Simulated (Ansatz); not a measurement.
**CH₇NOSi₂: small, medium and large basis sets**

How large a basis does CH₇NOSi₂ need? Two functionals are run in growing sets.

The runs use Ansatz 0.2.0, Gaussian basis; one geometry, several basis sets.

Plan: PBE0-D4/def2-SVP; ωB97M-V/def2-SVP; PBE0-D4/def2-QZVPP; ωB97M-V/def2-QZVPP; the functionals' def2-TZVPP values are taken from earlier runs.

**1. The relaxed structure**

All runs share one geometry, relaxed beforehand with PBE0-D4/def2-TZVP.

12 atoms, charge 0, spin multiplicity 1.

Atoms are counted from 1 here; the program's logs count them from 0.

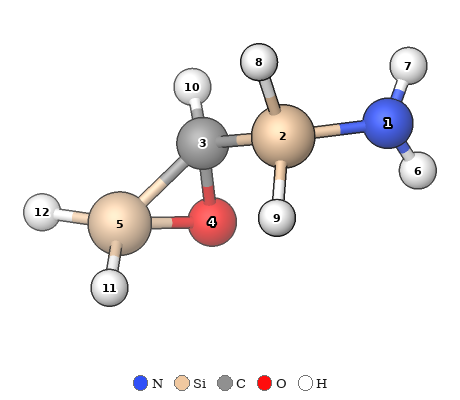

The structure; nitrogen blue, silicon light orange, carbon grey, oxygen red, hydrogen white; atoms are numbered from 1 in the order of the file.

**2. PBE0-D4 in def2-SVP**

Contents of in.yaml:

```yaml
crystal:
  periodic: [false, false, false]
  atoms:
    - {symbol: N, position_ang: [-0.572864, -0.131134, 2.318411]}
    - {symbol: Si, position_ang: [-0.808967, -0.458766, 0.649752]}
    - {symbol: C, position_ang: [0.069794, 0.651163, -0.568097]}
    - {symbol: O, position_ang: [1.565076, 0.513340, -0.527317]}
    - {symbol: Si, position_ang: [0.980781, 0.012858, -1.996640]}
    - {symbol: H, position_ang: [0.341814, -0.261023, 2.721268]}
    - {symbol: H, position_ang: [-1.044148, 0.648532, 2.748200]}
    - {symbol: H, position_ang: [-2.265980, -0.338892, 0.372418]}
    - {symbol: H, position_ang: [-0.315540, -1.836439, 0.388343]}
    - {symbol: H, position_ang: [-0.227033, 1.701637, -0.611763]}
    - {symbol: H, position_ang: [1.063278, -1.430875, -2.302647]}
    - {symbol: H, position_ang: [1.290990, 0.874300, -3.158028]}
basis:
  gaussian: {orbitals: def2-SVP}
hamiltonian: {xc: pbe0, dispersion: d4}
output: {orbitals: {seedname: orbitals}}
```

Started as:

```console
$ ansatz run in.yaml --threads 4 --pin off --events-out ev --progress --plain --max-ram 10444MiB
```

The program printed:

```text
Functional definition: PBE0
  name "PBE0"
  cite "Adamo & Barone, J. Chem. Phys. 110, 6158 (1999) doi:10.1063/1.478522"
  cite "Perdew, Burke & Ernzerhof, Phys. Rev. Lett. 77, 3865 (1996) doi:10.1103/PhysRevLett.77.3865"
  parent pbe
  parameter a = 0.25
  parameter kappa = 0.804
  parameter beta = 0.06672455060314922
  exchange = (1 - a)*pbe_x(kappa = kappa, mu = beta*pi^2/3) + a*exact_x
  correlation = pbe_c(beta = beta)
1271 factors; their error is unknown
mean field evaluation 1: about -20414.0596 eV, gradient 6.4e1 eV
mean field evaluation 2: about -20398.3339 eV, gradient 1.0e2 eV
mean field evaluation 4: about -20422.4366 eV, gradient 7.3e0 eV
mean field evaluation 8: about -20422.5398 eV, gradient 1.1e-1 eV
mean field evaluation 16: about -20422.6386 eV, gradient 8.0e-5 eV
mean field -20422.63855951 eV, -750.5181241002 hartree, gradient 8.0e-5 eV, S^2 0.000000; 0 other end points of the search recorded, 0 dependent functions left out
reference -20422.63858949 eV, -750.5181252023 hartree; 28, 28 occupied and 85, 85 virtual orbitals, 1271 factors
Total energy: -20422.87106843 eV, -750.5266686456 hartree
```

Wall time 6 s (4 threads, shared host).

**3. ωB97M-V in def2-SVP**

Edit in.yaml of step 2 so:

```diff
@@ -17,3 +17,3 @@
   gaussian: {orbitals: def2-SVP}
-hamiltonian: {xc: pbe0, dispersion: d4}
+hamiltonian: {xc: {name: wB97M-V}}
 output: {orbitals: {seedname: orbitals}}
```

The command is unchanged.

The program printed, cut to the lines that bear on the results:

```text
Functional definition: wB97M-V
  name "wB97M-V"
  cite "Mardirossian & Head-Gordon, J. Chem. Phys. 144, 214110 (2016) doi:10.1063/1.4952647"
  cite "Becke, J. Chem. Phys. 107, 8554 (1997) doi:10.1063/1.475007"
  cite "Vydrov & Van Voorhis, J. Chem. Phys. 133, 244103 (2010) doi:10.1063/1.3521275"
  # Of w^i u^j: cxij and so on, Table III.
[...]
  gx(w, u) = 1 - cx + cx01*u + cx10*w
  gss(w, u) = css00 + css04*u^4 + css10*w + css20*w^2 + css43*w^4*u^3
  gos(w, u) = cos00 + cos10*w + (cos20 + cos21*u)*w^2 + (cos60 + cos61*u)*w^6
[...]
      + integral(e_c_pw_mod_opposite_spin*gos(b97_w_opposite, b97_u_opposite)) + vv10(b, c)
1271 factors; their error is unknown
366 factors; integrals over basis functions are off by at most 7.3e-6 eV
[...]
mean field -20431.43945127 eV, -750.8415509071 hartree, gradient 6.0e-5 eV, S^2 0.000000; 0 other end points of the search recorded, 0 dependent functions left out
reference -20431.43949806 eV, -750.8415526265 hartree; 28, 28 occupied and 85, 85 virtual orbitals, 1271 factors
Total energy: -20431.43949806 eV, -750.8415526265 hartree
```

Run time: 22 s. Hardware: 4 threads, shared host.

**4. PBE0-D4 in def2-QZVPP**

Edit in.yaml of step 3 so:

```diff
@@ -16,4 +16,4 @@
 basis:
-  gaussian: {orbitals: def2-SVP}
-hamiltonian: {xc: {name: wB97M-V}}
+  gaussian: {orbitals: "def2-QZVPP.json"}
+hamiltonian: {xc: pbe0, dispersion: d4}
 output: {orbitals: {seedname: orbitals}}
```

Launched as before.

The program printed:

```text
Functional definition: PBE0
  name "PBE0"
  cite "Adamo & Barone, J. Chem. Phys. 110, 6158 (1999) doi:10.1063/1.478522"
  cite "Perdew, Burke & Ernzerhof, Phys. Rev. Lett. 77, 3865 (1996) doi:10.1103/PhysRevLett.77.3865"
  parent pbe
  parameter a = 0.25
  parameter kappa = 0.804
  parameter beta = 0.06672455060314922
  exchange = (1 - a)*pbe_x(kappa = kappa, mu = beta*pi^2/3) + a*exact_x
  correlation = pbe_c(beta = beta)
1724 factors; their error is unknown
mean field evaluation 1: about -20422.8983 eV, gradient 7.9e1 eV
mean field evaluation 2: about -20395.7201 eV, gradient 1.3e2 eV
mean field evaluation 4: about -20434.6193 eV, gradient 1.2e1 eV
mean field evaluation 8: about -20434.8682 eV, gradient 2.2e-1 eV
mean field evaluation 16: about -20434.8798 eV, gradient 1.2e-4 eV
mean field -20434.87979184 eV, -750.9679810912 hartree, gradient 1.8e-5 eV, S^2 0.000000; 0 other end points of the search recorded, 0 dependent functions left out
reference -20434.87983690 eV, -750.9679827469 hartree; 28, 28 occupied and 493, 493 virtual orbitals, 1724 factors
Total energy: -20435.11231583 eV, -750.9765261903 hartree
```

Wall time 39 s (4 threads, shared host); peak memory 2.1 GiB.

**5. ωB97M-V in def2-QZVPP**

Edit in.yaml of step 4 so:

```diff
@@ -17,3 +17,3 @@
   gaussian: {orbitals: "def2-QZVPP.json"}
-hamiltonian: {xc: pbe0, dispersion: d4}
+hamiltonian: {xc: {name: wB97M-V}}
 output: {orbitals: {seedname: orbitals}}
```

The command is unchanged.

The program printed, cut to the lines that bear on the results:

```text
Functional definition: wB97M-V
  name "wB97M-V"
  cite "Mardirossian & Head-Gordon, J. Chem. Phys. 144, 214110 (2016) doi:10.1063/1.4952647"
  cite "Becke, J. Chem. Phys. 107, 8554 (1997) doi:10.1063/1.475007"
  cite "Vydrov & Van Voorhis, J. Chem. Phys. 133, 244103 (2010) doi:10.1063/1.3521275"
  # Of w^i u^j: cxij and so on, Table III.
[...]
  gx(w, u) = 1 - cx + cx01*u + cx10*w
  gss(w, u) = css00 + css04*u^4 + css10*w + css20*w^2 + css43*w^4*u^3
  gos(w, u) = cos00 + cos10*w + (cos20 + cos21*u)*w^2 + (cos60 + cos61*u)*w^6
[...]
      + integral(e_c_pw_mod_opposite_spin*gos(b97_w_opposite, b97_u_opposite)) + vv10(b, c)
1684 factors; their error is unknown
431 factors; integrals over basis functions are off by at most 1.0e-5 eV
[...]
mean field -20443.84121979 eV, -751.2973074939 hartree, gradient 7.4e-5 eV, S^2 0.000000; 0 other end points of the search recorded, 0 dependent functions left out
reference -20443.84129231 eV, -751.2973101591 hartree; 28, 28 occupied and 493, 493 virtual orbitals, 1684 factors
Total energy: -20443.84129231 eV, -751.2973101591 hartree
```

Run time: 71 s. Hardware: 4 threads, shared host; peak memory 2.5 GiB.

**6. Density functionals: the series**

The def2-TZVPP values come from earlier runs at the same geometry.

```
functional       basis  functions  energy (eV)  from the largest (eV)  HOMO (eV)  LUMO (eV)
   PBE0-D4    def2-SVP        113  -20422.8711                 12.241      -6.87      -0.15
   PBE0-D4  def2-TZVPP        275  -20434.2804                  0.832      -7.04      -0.55
   PBE0-D4  def2-QZVPP        521  -20435.1123                  0.000      -7.08      -0.67
   ωB97M-V    def2-SVP        113  -20431.4395                 12.402      -9.13       1.79
   ωB97M-V  def2-TZVPP        275  -20443.0674                  0.774      -9.31       1.18
   ωB97M-V  def2-QZVPP        521  -20443.8413                  0.000      -9.35       0.88
```

**7. Summary of results**

| quantity | value |
| --- | --- |
| PBE0-D4: double and triple zeta above quadruple | 12.24, 0.83 eV |
| ωB97M-V: double and triple zeta above quadruple | 12.40, 0.77 eV |

In words: For PBE0-D4 the step from double to triple zeta gains 11.41 eV and the next only 0.83 eV. These are total energies; as a rule much of such shifts cancels in differences, which this series doesn't test. The LUMO of ωB97M-V is positive and keeps falling with the basis (1.79 to 0.88 eV): an unbound level that the basis holds in place.

For PBE0-D4 the largest set took about 6 times as long as the smallest (39 s against 6 s).
